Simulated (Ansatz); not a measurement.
The structure below was relaxed with LDA in Ansatz (plane waves to 420 eV, PAW, no spin-orbit coupling), at pressure 22.5 GPa.

```yaml
crystal:
  lattice:
    - [-1.53706, 1.53706, 1.53706]
    - [1.53706, -1.53706, 1.53706]
    - [1.53706, 1.53706, -1.53706]
  atoms:
    - { symbol: W, position: [0.00000, 0.00000, 0.00000] }
```

Problem. Find the space group and the Wyckoff positions.

Solution. Space group Im-3m (No. 229); a = b = c = 3.074 Å, α = β = γ = 90.00°

| atom | site | symmetry | x | y | z |
|---|---|---|---|---|---|
| W | 2a | m-3m | 0.0000 | 0.0000 | 0.0000 |

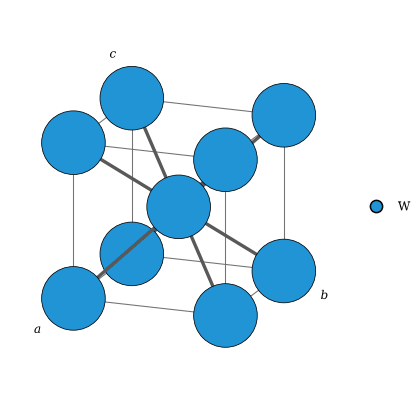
The conventional cell

Load acts through the strain it causes; cell and atoms are relaxed under it. No phonon test of stability was made. Competing high-pressure phases were not computed. All final runs are without spin polarisation. The cell was made from W in the bcc (W type) structure (space group Im-3m, No. 229) by this change: pressure 22.5 GPa.

Ansatz is a first-principles code.
